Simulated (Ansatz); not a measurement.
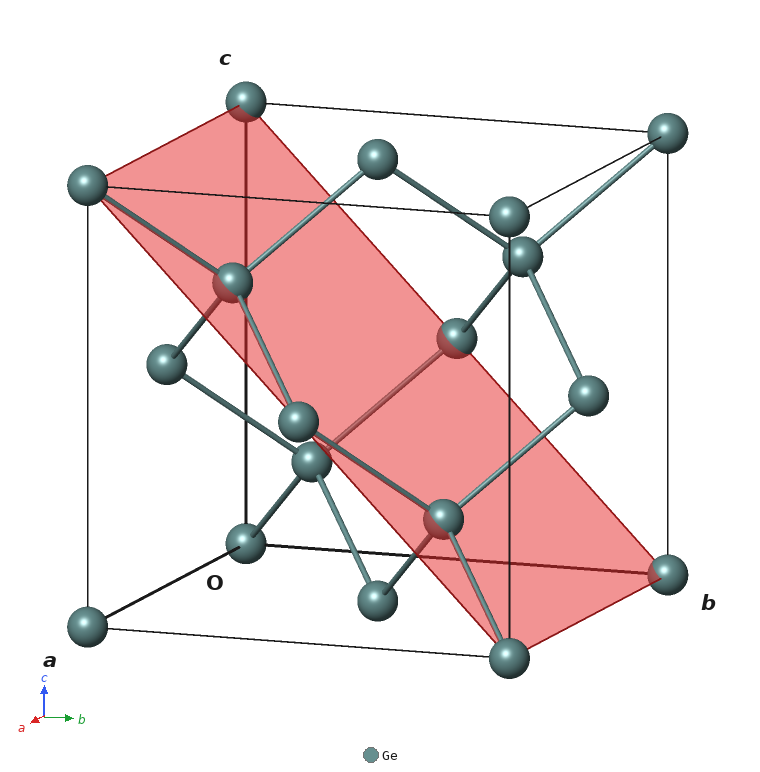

For Ge, the input geometry of an electronic-structure calculation (not necessarily at equilibrium): every member of one family of equally spaced planes, hx + ky + lz = a whole number, that cuts the unit cell is shaded (one member passes through the origin O, touching the cell only at an edge or corner). All values are computed from the atomic coordinates in the standard setting (tolerance 0.002 Å).

a = 5.676 Å, b = 5.676 Å, c = 5.676 Å, α = 90.00°, β = 90.00°, γ = 90.00°.

Index the planes.

(0 1 1); the opposite sign names the same planes. The member next to the origin meets the axes a never, b at 1, c at 1.

What is the spacing?

d = 4.013 Å.

Which atoms of the cell lie in these planes (within 0.03 Å)?

4 of the 8 Ge.

The space group is No. 227, Fd-3m, origin choice 1. How many reflections hkl are equivalent to this one (itself included), and does it occur?

12 reflections are equivalent in the Laue class m-3m. The reflection is systematically absent, by the centring.
